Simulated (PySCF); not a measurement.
C2H10Al2O6, singlet at its GFN2-xTB optimised geometry (Å):

```
20

Al     1.0471     0.9253     0.0000
Al    -0.9959    -0.8868     0.0000
O      0.8317    -0.8868     0.0000
C      1.7566    -1.9435    -0.1141
H      2.5989    -1.6276    -0.7335
H      2.1303    -2.2304     0.8725
H      1.2679    -2.8062    -0.5726
O      1.6259     1.3515    -1.4855
H      2.1438     1.8913    -2.0584
O      1.6885     1.5701     1.3860
H      1.6595     1.5536     2.3299
O     -0.7805     0.9252    -0.0041
C     -1.7146     1.9742     0.1076
H     -2.5989     1.6188     0.6410
H     -1.2660     2.8062     0.6552
H     -2.0141     2.3243    -0.8837
O     -1.6403    -1.5363    -1.3819
H     -1.6160    -1.5265    -2.3259
O     -1.5761    -1.3119     1.4832
H     -2.0706    -1.8298     2.0951
```

Method: PBE0/def2-SVP in PySCF 2.14.0. Cells within 0.4 Å of a nucleus heavier than hydrogen are left out (blank, or x).

Map of the Laplacian of the electron density (e/bohr⁵), clipped to [-1.50, 1.50] on the plane z = 0.0 Å:

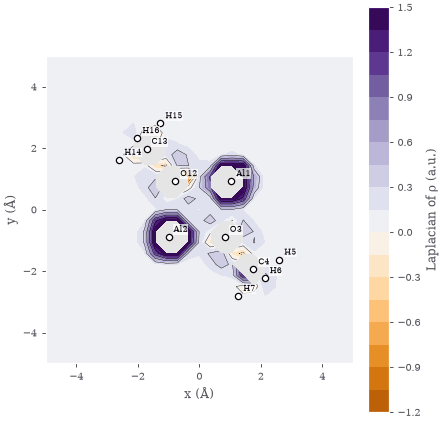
Figure: Laplacian of the electron density (e/bohr⁵), clipped to [-1.50, 1.50] on the plane z = 0.0 Å.
